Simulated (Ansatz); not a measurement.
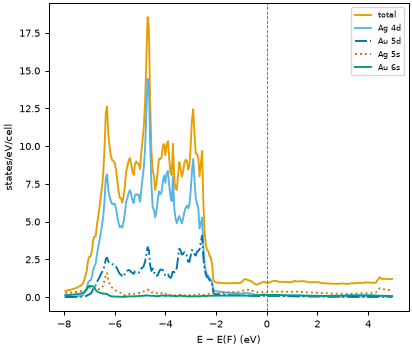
Total and projected density of states of Ag$_{3}$Au (Cu3Au type, space group No. 221), the program Ansatz at the LDA level (PAW)

Question: Which orbitals carry the states next to the Fermi level?

Answer: Within 0.5 eV of the Fermi level: Ag 5s 36 %, Ag 4d 16 %, Au 6s 14 %, Au 5d 8 %, outside the projected shells 27 %. Projections are on Löwdin-orthogonalised atomic valence shells; empty p or d shells of many metals are not among them.

Question: Where is the tallest occupied peak in this window, and what makes it?

Answer: Near -4.7 eV, about 19 states/eV per cell; the largest projected share is Ag 4d.

Space group Pm-3m (Cu3Au type). The workflow started from a Materials Project entry (that database holds measured and hypothetical structures alike); the Crystallography Open Database copy checked does not list it. Whether it is the stable phase at ambient conditions was not checked. The LDA relaxation kept the symmetry of its start; whether a distortion lowers the energy is not shown. The run is not spin-polarised. Scalar-relativistic: spin–orbit coupling is off unless named, which matters more the heavier the elements.

Potentials: the later of the program's two PAW sets.
